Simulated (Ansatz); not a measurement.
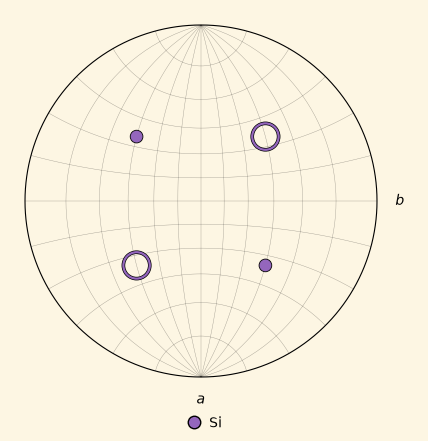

For Si, the input geometry of an electronic-structure calculation (not necessarily at equilibrium): directions from one silicon atom at (1/2, 0, 1/2) to its bonded neighbours, in stereographic projection down c (filled: above the plane of the page or in it, open: below). The drawing is computed from the coordinates (standard cell, symmetry found to 0.002 Å).

Neighbours are counted up to 2.58 Å for Si.

```
CELL_PARAMETERS angstrom
5.47028 0.00000 0.00000
0.00000 5.47028 0.00000
0.00000 0.00000 5.47028
ATOMIC_POSITIONS crystal
Si 0.50000 0.00000 0.50000
Si 0.25000 0.25000 0.25000
Si 0.50000 0.50000 0.00000
Si 0.25000 0.75000 0.75000
Si 0.00000 0.00000 0.00000
Si 0.75000 0.25000 0.75000
Si 0.00000 0.50000 0.50000
Si 0.75000 0.75000 0.25000
```

**How many neighbours are there, and at what angles?**

4: 4 Si at 2.37 Å. Angles between bonds: 109° (6×).

**What is the site's symmetry in the crystal?**

Point group -43m (Td), order 24: three −4 axes, four threefold axes, six mirror planes. In Fd-3m (No. 227, origin choice 1) this is Wyckoff position 8a.
